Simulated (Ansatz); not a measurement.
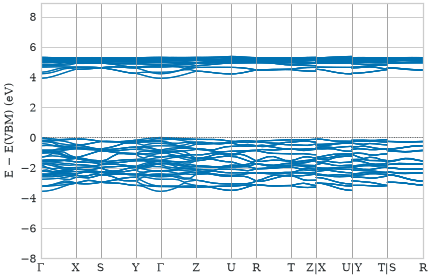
*Band structure from plane-wave PAW PBEsol with spin–orbit coupling (Ansatz code)*

Task: Read off the gap and where the band edges lie.

Result: About 3.9 eV (3.91 eV by a search for the band edges); maximum at Γ, minimum at Γ.

The material is LaScO3 in space group Pnma (No. 62; La on 4c, O on 8d, Sc on 4b, O on 4c).

Symmetry was held in the PBEsol relaxation. No spin polarisation was allowed.

Potentials: the later of the program's two PAW sets.
